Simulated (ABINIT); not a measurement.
# MoS2 (P6_3/mmc): G0W0 with ABINIT, start to end

How does a plane-wave GW calculation on MoS2 (P6_3/mmc) run from the first input to the gap?

Main program and level: ABINIT 10.8.3; PBE and many-body steps on it, plane waves.

The database entry behind the starting cell differs from later determinations by our own check (about 0.3 % long), so it need not match the best structure at ambient conditions.

**1. Starting point**

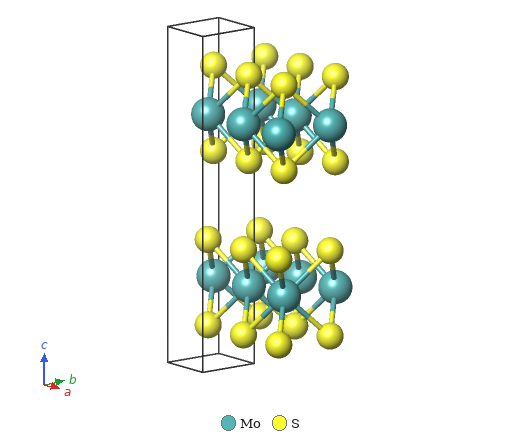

The starting structure, seen slightly off an axis (molybdenum teal, sulfur yellow). 3×2×1 cells are drawn.

The cell and positions come from the Crystallography Open Database and are kept as given unless a step says otherwise.

**2. Ground state**

This step: ABINIT 10.8.3; DFT, PBE, plane waves, norm-conserving pseudopotentials.

The ground-state density comes first.

run.abi

```
acell 3*1.0 Angstrom
rprim 
  3.169000000004 -0.000000000001 0.000000000000
  -1.584500000001 2.744434504597 0.000000000000
  0.000000000000 0.000000000000 12.324000000000
ntypat 2
znucl 42 16
natom 6
typat 1 1 2 2 2 2
xred 
  0.333333333333 0.666666666667 0.250000000000
  0.666666666667 0.333333333333 0.750000000000
  0.333333333333 0.666666666667 0.623000000000
  0.666666666667 0.333333333333 0.123000000000
  0.333333333333 0.666666666667 0.877000000000
  0.666666666667 0.333333333333 0.377000000000
pp_dirpath "pseudos"
pseudos "Mo.upf, S.upf"
ecut 36
ngkpt 6 6 2
nshiftk 1
shiftk 0 0 0
kptopt 1
chksymbreak 0
nband 33
occopt 1
tolvrs 1e-10
nstep 60
prtwf 0
optforces 0
optstress 0
indata_prefix "in"
outdata_prefix "out"
tmpdata_prefix "tmp"
```

Command:

```sh
> OMP_NUM_THREADS=1 mpirun -n 8 abinit run.abi > log
```

Numbers of over 12 decimals in the logs are rounded to 6 here.

The log of the run:

```text
.Version 10.8.3 of ABINIT. v10.8.2 released Aug 2026.

 Symmetries : space group P6_3/m m c (#194); Bravais hP (primitive hexag.)
================================================================================
 Values of the parameters that define the memory need of the present run
     intxc =       0    ionmov =       0      iscf =       7    lmnmax =       6
     lnmax =       6     mgfft =     128  mpssoang =       3    mqgrid =    6291
     natom =       6  nloc_mem =       1    nspden =       1   nspinor =       1
    nsppol =       1      nsym =      24    n1xccc =    2501    ntypat =       2
    occopt =       1   xclevel =       2
-    mband =          33        mffmem =           1         mkmem =           2
       mpw =        7490          nfft =      165888          nkpt =          14
================================================================================
  Rough estimation (10% accuracy) of disk space for files :
================================================================================

--------------------------------------------------------------------------------
------------- Echo of variables that govern the present computation ------------
--------------------------------------------------------------------------------
 -outvars: echo values of preprocessed input variables --------
            acell      1.8897261259E+00  1.8897261259E+00  1.8897261259E+00 Bohr

      chksymbreak           0
             ecut      3.60000000E+01 Hartree
-          fftalg         312

              ixc     -101130
              kpt      0.00000000E+00  0.00000000E+00  0.00000000E+00
                       1.66666667E-01  0.00000000E+00  0.00000000E+00
                       3.33333333E-01  0.00000000E+00  0.00000000E+00
                       5.00000000E-01  0.00000000E+00  0.00000000E+00
                       1.66666667E-01  1.66666667E-01  0.00000000E+00
                       3.33333333E-01  1.66666667E-01  0.00000000E+00
                       3.33333333E-01  3.33333333E-01  0.00000000E+00
                       0.00000000E+00  0.00000000E+00  5.00000000E-01
                       1.66666667E-01  0.00000000E+00  5.00000000E-01
                       3.33333333E-01  0.00000000E+00  5.00000000E-01
                       5.00000000E-01  0.00000000E+00  5.00000000E-01
[...]
kptrlatt        6    0    0      0    6    0      0    0    2
          kptrlen      3.59312526E+01
P           mkmem           2
            natom           6
            nband          33
            ngfft          36      36     128
             nkpt          14
            nstep          60
             nsym          24
           ntypat           2
              occ      2.000000  2.000000  2.000000  2.000000  2.000000  2.000000
                       2.000000  2.000000  2.000000  2.000000  2.000000  2.000000
                       2.000000  2.000000  2.000000  2.000000  2.000000  2.000000
                       2.000000  2.000000  2.000000  2.000000  2.000000  2.000000
                       2.000000  2.000000  0.000000  0.000000  0.000000  0.000000
[...]
optforces           0
        optstress           0
            prtwf           0
            rprim      3.1690000000E+00 -1.0000000000E-12  0.0000000000E+00
[...]
spgroup         194

           tolvrs      1.00000000E-10

             xred      3.3333333333E-01  6.6666666667E-01  2.5000000000E-01
[...]
znucl       42.00000   16.00000

================================================================================

 chkinp: Checking input parameters for consistency.

================================================================================
== DATASET  1 ==================================================================
-   mpi_nproc: 8, omp_nthreads: 1 (-1 if OMP is not activated)

--- !DatasetInfo
iteration_state: {dtset: 1, }
dimensions: {natom: 6, nkpt: 14, mband: 33, nsppol: 1, nspinor: 1, nspden: 1, mpw: 7490, }
cutoff_energies: {ecut:  36.0, pawecutdg:  -1.0, }
electrons: {nelect:   5.20000000E+01, charge:   0.00000000E+00, occopt:   1.00000000E+00, tsmear:   1.00000000E-02, }

 Real(R)+Recip(G) space primitive vectors, cartesian coordinates (Bohr,Bohr^-1):
 R(1)=  5.9885421  0.0000000  0.0000000  G(1)=  0.1669856  0.0964092  0.0000000
 R(2)= -2.9942710  5.1862296  0.0000000  G(2)=  0.0000000  0.1928183  0.0000000
 R(3)=  0.0000000  0.0000000 23.2889848  G(3)=  0.0000000  0.0000000  0.0429388
 Unit cell volume ucvol=  7.2330822E+02 bohr^3
 Angles (23,13,12)=  9.00000000E+01  9.00000000E+01  1.20000000E+02 degrees

 getcut: wavevector=  0.0000  0.0000  0.0000  ngfft=  36  36 128
         ecut(hartree)=     36.000   => boxcut(ratio)=   2.03490

--- Pseudopotential description ------------------------------------------------
- Mo Generated using ONCVPSP code by D. R. Hamann
- 42.00000  14.00000  171031                  znucl, zion, pspdat
12 -101130 2 -1 1640                          pspcod,pspxc,lmax,lloc,mmax
     nproj     2     2     2
  pspatm : epsatm=   15.95693798
         --- l  ekb(1:nproj) -->
[...]
pspatm: atomic psp has been read  and splines computed

- S Generated using ONCVPSP code by D. R. Hamann
- 16.00000   6.00000  171031                  znucl, zion, pspdat
12 -101130 2 -1 1146                          pspcod,pspxc,lmax,lloc,mmax
     nproj     2     2     2
  pspatm : epsatm=    9.01821529
         --- l  ekb(1:nproj) -->
[...]
pspatm: atomic psp has been read  and splines computed

   3.53531033E+03                                ecore*ucvol(ha*bohr**3)
--------------------------------------------------------------------------------

_setup2: Arith. and geom. avg. npw (full set) are    7464.403    7464.370

================================================================================

--- !BeginCycle
iteration_state: {dtset: 1, }
solver: {iscf: 7, nstep: 60, nline: 4, wfoptalg: 0, }
tolerances: {tolvrs: 1.00E-10, }

     iter   Etot(hartree)      deltaE(h)  residm     vres2
 ETOT  1  -184.32730796720    -1.843E+02 1.016E-01 3.331E+03
 ETOT  2  -182.42850318755     1.899E+00 4.665E-02 2.741E+04
 ETOT  3  -184.89381481055    -2.465E+00 9.579E-03 3.112E+00
 ETOT  4  -184.89593897113    -2.124E-03 3.848E-03 4.010E+00
 ETOT  5  -184.89626470211    -3.257E-04 4.799E-04 5.635E-01
 ETOT  6  -184.89631516807    -5.047E-05 5.620E-04 1.238E-01
 ETOT  7  -184.89632039937    -5.231E-06 2.494E-04 5.015E-03
 ETOT  8  -184.89632061210    -2.127E-07 3.916E-04 3.286E-05
 ETOT  9  -184.89632061420    -2.101E-09 1.706E-04 4.393E-07
 ETOT 10  -184.89632061433    -1.223E-10 2.595E-04 4.454E-08
 ETOT 11  -184.89632061434    -1.162E-11 1.106E-04 4.077E-09
 ETOT 12  -184.89632061434    -2.643E-12 1.802E-04 3.647E-10
 ETOT 13  -184.89632061434    -5.684E-14 6.883E-05 5.842E-11

 At SCF step   13       vres2   =  5.84E-11 < tolvrs=  1.00E-10 =>converged.

--- !ResultsGS
iteration_state: {dtset: 1, }
comment   : Summary of ground state results
lattice_vectors:
- [  5.9885421,  -0.0000000,   0.0000000, ]
- [ -2.9942710,   5.1862296,   0.0000000, ]
- [  0.0000000,   0.0000000,  23.2889848, ]
lattice_lengths: [   5.98854,    5.98854,   23.28898, ]
lattice_angles: [ 90.000,  90.000, 120.000, ] # degrees, (23, 13, 12)
lattice_volume:   7.2330822E+02
convergence: {deltae: -5.684E-14, res2:  5.842E-11, residm:  6.883E-05, diffor:  0.000E+00, }
etotal    :  -1.84896321E+02
entropy   :   0.00000000E+00
fermie    :   3.09959974E-01
cartesian_stress_tensor: null
pressure_GPa: null
xred      :
- [  3.3333E-01,   6.6667E-01,   2.5000E-01, Mo]
- [  6.6667E-01,   3.3333E-01,   7.5000E-01, Mo]
- [  3.3333E-01,   6.6667E-01,   6.2300E-01,  S]
- [  6.6667E-01,   3.3333E-01,   1.2300E-01,  S]
- [  3.3333E-01,   6.6667E-01,   8.7700E-01,  S]
- [  6.6667E-01,   3.3333E-01,   3.7700E-01,  S]
cartesian_forces: null
force_length_stats: {min: null, max: null, mean: null, }

 Integrated electronic density in atomic spheres:
 ------------------------------------------------
 Atom  Sphere_radius  Integrated_density
[...]
================================================================================

 ----iterations are completed or convergence reached----

 Mean square residual over all n,k,spin=   43.385E-08; max=  68.827E-06
 reduced coordinates (array xred) for    6 atoms
[...]
0.666666666667      0.333333333333      0.750000000000
       0.333333333333      0.666666666667      0.623000000000
       0.666666666667      0.333333333333      0.123000000000
       0.333333333333      0.666666666667      0.877000000000
       0.666666666667      0.333333333333      0.377000000000
 rms dE/dt=  0.0000E+00; max dE/dt=  0.0000E+00; dE/dt below (all hartree)
    1       0.000000000000      0.000000000000      0.000000000000
    2       0.000000000000      0.000000000000      0.000000000000
    3       0.000000000000      0.000000000000      0.000000000000
    4       0.000000000000      0.000000000000      0.000000000000
    5       0.000000000000      0.000000000000      0.000000000000
    6       0.000000000000      0.000000000000      0.000000000000

 cartesian coordinates (angstrom) at end:
    1      6.7e-13     1.829623     3.081000
    2      1.584500     0.914812     9.243000
    3      6.7e-13     1.829623     7.677852
    4      1.584500     0.914812     1.515852
    5      6.7e-13     1.829623    10.808148
    6      1.584500     0.914812     4.646148
 length scales=  1.889726125908  1.889726125908  1.889726125908 bohr
              =  1.000000000000  1.000000000000  1.000000000000 angstroms
 prteigrs : about to open file out_EIG
 Fermi (or HOMO) energy (hartree) =   0.30996   Average Vxc (hartree)=  -0.40245
 Eigenvalues (hartree) for nkpt=  14  k points:
 kpt#   1, nband= 33, wtk=  0.01389, kpt=  0.0000  0.0000  0.0000 (reduced coord)
  -1.95125   -1.95125   -1.00128   -1.00127   -0.99293   -0.99293   -0.99293   -0.99293
  -0.23958   -0.22966   -0.19514   -0.17888    0.05790    0.09584    0.18196    0.18981
   0.18981    0.19029    0.19029    0.23000    0.23000    0.23172    0.23172    0.26647
   0.26790    0.30996    0.38712    0.38733    0.38816    0.38827    0.39315    0.39331
   0.39947
 prteigrs : prtvol=0 or 1, do not print more k-points.

--- !EnergyTerms
iteration_state     : {dtset: 1, }
comment             : Components of total free energy in Hartree
kinetic             :  6.00147592865794E+01
hartree             :  5.39885223339677E+01
xc                  : -3.33780456303470E+01
Ewald energy        : -1.19847493795111E+02
psp_core            :  4.88769548579594E+00
local_psp           : -1.73802185839900E+02
non_local_psp       :  2.32404275446742E+01
total_energy        : -1.84896320614341E+02
total_energy_eV     : -5.03128519569757E+03
band_energy         : -1.61958635712886E+01

== END DATASET(S) ==============================================================
================================================================================

 -outvars: echo values of variables after computation  --------
           etotal     -1.8489632061E+02
            nband          33
             nkpt          14
          spgroup         194
 [... the other variables as echoed above ...]

 Calculation completed.
```

Wall time 51 s (8 MPI ranks of Intel Xeon 6975P-C (Granite Rapids), shared host); peak memory 0.87 GiB.

Numbers from this step:

```yaml
total_energy: -5031.2852 eV
gap: 0.8887 eV
k_of_the_valence_top: 0, 0, 0
k_of_the_conduction_bottom: 0.1667, 0.1667, 0
least_direct_gap: 1.654 eV
```

The gap is indirect, with the least direct gap 0.77 eV higher.

**3. Empty states on the mesh, 3×3×1 mesh, 167 bands**

The sums over transitions need many empty states on a uniform mesh; this step solves for them.

run.abi, as its differences from that of step 2:

```diff
@@ -19,3 +19,3 @@
 ecut 36
-ngkpt 6 6 2
+ngkpt 3 3 1
 nshiftk 1
@@ -24,9 +24,10 @@
 chksymbreak 0
-nband 33
-occopt 1
-tolvrs 1e-10
+iscf -2
+irdden 1
+istwfk *1
+nband 167
+nbdbuf 14
+tolwfr 1e-09
 nstep 60
-prtwf 0
-optforces 0
-optstress 0
+prtvol 0
 indata_prefix "in"
```

Command:

```sh
> OMP_NUM_THREADS=2 mpirun -n 3 abinit run.abi > log
```

The log of the run:

```text
.Version 10.8.3 of ABINIT. v10.8.2 released Aug 2026.

 Symmetries : space group P6_3/m m c (#194); Bravais hP (primitive hexag.)
[... echo of the input left out ...]
== DATASET  1 ==================================================================
-   mpi_nproc: 3, omp_nthreads: 2 (-1 if OMP is not activated)

--- !DatasetInfo
iteration_state: {dtset: 1, }
dimensions: {natom: 6, nkpt: 3, mband: 167, nsppol: 1, nspinor: 1, nspden: 1, mpw: 7476, }
cutoff_energies: {ecut:  36.0, pawecutdg:  -1.0, }
electrons: {nelect:   5.20000000E+01, charge:   0.00000000E+00, occopt:   1.00000000E+00, tsmear:   1.00000000E-02, }

 Real(R)+Recip(G) space primitive vectors, cartesian coordinates (Bohr,Bohr^-1):
 R(1)=  5.9885421  0.0000000  0.0000000  G(1)=  0.1669856  0.0964092  0.0000000
 R(2)= -2.9942710  5.1862296  0.0000000  G(2)=  0.0000000  0.1928183  0.0000000
 R(3)=  0.0000000  0.0000000 23.2889848  G(3)=  0.0000000  0.0000000  0.0429388
 Unit cell volume ucvol=  7.2330822E+02 bohr^3
 Angles (23,13,12)=  9.00000000E+01  9.00000000E+01  1.20000000E+02 degrees

 getcut: wavevector=  0.0000  0.0000  0.0000  ngfft=  36  36 128
         ecut(hartree)=     36.000   => boxcut(ratio)=   2.03490

--- Pseudopotential description ------------------------------------------------
- Mo Generated using ONCVPSP code by D. R. Hamann
- 42.00000  14.00000  171031                  znucl, zion, pspdat
12 -101130 2 -1 1640                          pspcod,pspxc,lmax,lloc,mmax
     nproj     2     2     2
  pspatm : epsatm=   15.95693798
         --- l  ekb(1:nproj) -->
             0   13.833287    1.350687
             1    8.015347    1.134034
             2    2.765699    0.969071
 pspatm: atomic psp has been read  and splines computed

- S Generated using ONCVPSP code by D. R. Hamann
- 16.00000   6.00000  171031                  znucl, zion, pspdat
12 -101130 2 -1 1146                          pspcod,pspxc,lmax,lloc,mmax
     nproj     2     2     2
  pspatm : epsatm=    9.01821529
         --- l  ekb(1:nproj) -->
[...]
pspatm: atomic psp has been read  and splines computed

--------------------------------------------------------------------------------

================================================================================
 prteigrs : about to open file out_EIG
 Non-SCF case, kpt    1 (  0.00000  0.00000  0.00000), residuals and eigenvalues=
  5.46E-10  2.49E-10  5.10E-10  4.71E-10  2.99E-10  4.52E-10  4.53E-10  5.13E-10
  2.32E-10  4.66E-10  1.84E-10  3.88E-10  1.88E-10  3.92E-10  9.16E-10  2.48E-10
  4.69E-10  3.83E-10  5.65E-10  1.36E-10  8.40E-10  2.90E-10  4.62E-10  1.51E-10
[...]
1.73E-07  9.51E-07  3.20E-06  8.75E-06  1.90E-05  5.84E-05  1.50E-04
 -1.9512E+00 -1.9512E+00 -1.0013E+00 -1.0013E+00 -9.9293E-01 -9.9293E-01
 -9.9293E-01 -9.9293E-01 -2.3958E-01 -2.2966E-01 -1.9514E-01 -1.7888E-01
  5.7899E-02  9.5843E-02  1.8196E-01  1.8981E-01  1.8981E-01  1.9029E-01
[...]
2.3173E+00  2.3329E+00  2.3329E+00  2.3662E+00  2.3662E+00  2.3766E+00
  2.3903E+00  2.3974E+00  2.4056E+00  2.4056E+00  2.4076E+00  2.4358E+00
  2.4358E+00  2.4405E+00  2.4527E+00  2.4866E+00  2.4907E+00
 prteigrs : prtvol=0 or 1, do not print more k-points.

--- !ResultsGS
iteration_state: {dtset: 1, }
comment   : Summary of ground state results
lattice_vectors:
- [  5.9885421,  -0.0000000,   0.0000000, ]
- [ -2.9942710,   5.1862296,   0.0000000, ]
- [  0.0000000,   0.0000000,  23.2889848, ]
lattice_lengths: [   5.98854,    5.98854,   23.28898, ]
lattice_angles: [ 90.000,  90.000, 120.000, ] # degrees, (23, 13, 12)
lattice_volume:   7.2330822E+02
convergence: {deltae:  0.000E+00, res2:  0.000E+00, residm:  9.994E-10, diffor:  0.000E+00, }
etotal    :  -1.84896321E+02
entropy   :   0.00000000E+00
fermie    :   3.09959974E-01
cartesian_stress_tensor: null
pressure_GPa: null
xred      :
- [  3.3333E-01,   6.6667E-01,   2.5000E-01, Mo]
- [  6.6667E-01,   3.3333E-01,   7.5000E-01, Mo]
- [  3.3333E-01,   6.6667E-01,   6.2300E-01,  S]
- [  6.6667E-01,   3.3333E-01,   1.2300E-01,  S]
- [  3.3333E-01,   6.6667E-01,   8.7700E-01,  S]
- [  6.6667E-01,   3.3333E-01,   3.7700E-01,  S]
cartesian_forces: null
force_length_stats: {min: null, max: null, mean: null, }

 Integrated electronic density in atomic spheres:
 ------------------------------------------------
 Atom  Sphere_radius  Integrated_density
[...]
================================================================================

 ----iterations are completed or convergence reached----

 Mean square residual over all n,k,spin=   50.429E-11; max=  99.936E-11
 reduced coordinates (array xred) for    6 atoms
[...]
0.333333333333      0.666666666667      0.877000000000
       0.666666666667      0.333333333333      0.377000000000

 cartesian coordinates (angstrom) at end:
    1      6.7e-13     1.829623     3.081000
    2      1.584500     0.914812     9.243000
    3      6.7e-13     1.829623     7.677852
    4      1.584500     0.914812     1.515852
    5      6.7e-13     1.829623    10.808148
    6      1.584500     0.914812     4.646148
 length scales=  1.889726125908  1.889726125908  1.889726125908 bohr
              =  1.000000000000  1.000000000000  1.000000000000 angstroms
 prteigrs : about to open file out_EIG
 Eigenvalues (hartree) for nkpt=   3  k points:
 kpt#   1, nband=167, wtk=  0.11111, kpt=  0.0000  0.0000  0.0000 (reduced coord)
[...]
2.22537    2.23591    2.28397    2.28397    2.30536    2.31729    2.31729    2.33291
   2.33291    2.36622    2.36622    2.37661    2.39030    2.39740    2.40556    2.40556
   2.40764    2.43577    2.43577    2.44052    2.45273    2.48656    2.49070
 prteigrs : prtvol=0 or 1, do not print more k-points.

== END DATASET(S) ==============================================================
================================================================================

 -outvars: echo values of variables after computation  --------
            nband         167
             nkpt           3
          spgroup         194
 [... the other variables as echoed above ...]

 Calculation completed.
```

The job ended after 73 s (3 MPI ranks; peak memory 0.36 GiB; 5.6 min of CPU time).

Numbers from this step:

```yaml
gap: 1.052 eV
k_of_the_valence_top: 0, 0, 0
k_of_the_conduction_bottom: 0.3333, 0.3333, 0
least_direct_gap: 1.654 eV
k_points_computed: 3
lowest_point_of_the_top_converged_band_above_the_valence_top: 53.4883 eV
```

On this mesh the gap is 1.052 eV. The earlier step found 0.889 eV, so this mesh misses an edge.

(Continued in part 2 of 2.)

[Paths, hosts, dates, memory and timing lines, banners, echoed tables and standing remarks are left out of the program output.]

[Logs are printed without paths, hosts, clocks, repeated set-up lines and the standing remarks that a program may print on its own settings, such as how far it seeks lower states.]

[Runs of the session that timed out or met a known fault of the program may be left out.]

[Hosts, paths, dates, database ids (printed as entryN), source tags and the programs' standing remarks are cut or masked in the printed files.]

[G0W0 gaps are taken among the corrected bands and points alone; a level outside them can change the order at an edge.]

[Where Ansatz stands beside ABINIT at settings called matched, ABINIT's density can come from a denser mesh and the files from another edition; pairs whose starting gaps differed by over 0.03 eV were left out, so agreement reads better than it is.]
